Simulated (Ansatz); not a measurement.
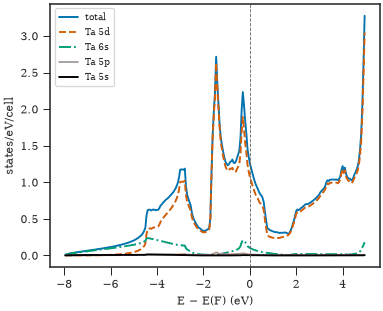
Total and projected density of states of Ta (bcc (W type), space group No. 229), DFT-PBEsol in the program Ansatz with PAW potentials

### Question
Which orbitals carry the states next to the Fermi level?

### Answer
Within 0.5 eV of the Fermi level: Ta 5d 85 %, Ta 6s 8 %, outside the projected shells 5 %. Projections are on Löwdin-orthogonalised atomic valence shells; empty p or d shells of many metals are not among them.

### Question
Where is the tallest occupied peak in this window, and what makes it?

### Answer
Near -1.4 eV, about 2.7 states/eV per cell; the largest projected share is Ta 5d.

Space group Im-3m (bcc (W type)). The cell was relaxed with PBEsol under the symmetry of its start. The run is not spin-polarised. Spin–orbit coupling is left out wherever it is not named.

Potentials: the earlier of the program's two PAW sets. The files were generated under PBE; for other functionals the program regenerates the frozen cores, and for LDA and PBEsol the local potential too.
